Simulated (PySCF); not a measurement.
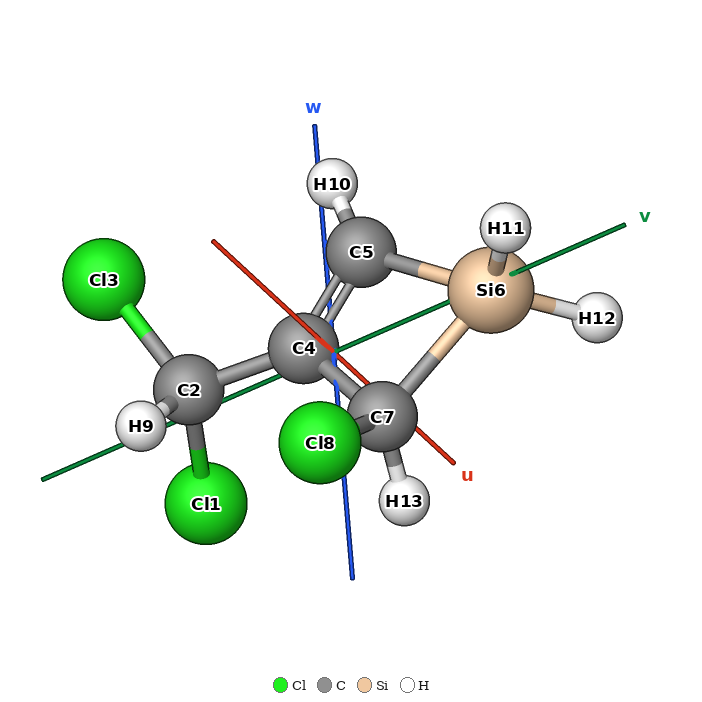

The lines u, v and w are the principal axes of the static dipole polarisability. The geometry was computed by an optimisation with GFN2-xTB. No frequency run is at hand to confirm it as a minimum. Computed with ωB97X-D/def2-SVPD (PySCF 2.14.0).

Along which axis is the molecule most polarisable, and along which least?

Most along v (nearly parallel to the C2–C4 bond), least along u.

Give the three principal values.

u 96.8, v 126.9, w 111.0 bohr³; mean 111.6, anisotropy 26.1 bohr³.

The geometry is semi-empirical. Around Si such bond lengths and angles can be off by a tenth of an ångström or more and by several degrees, and values that hang on the shape move with them.
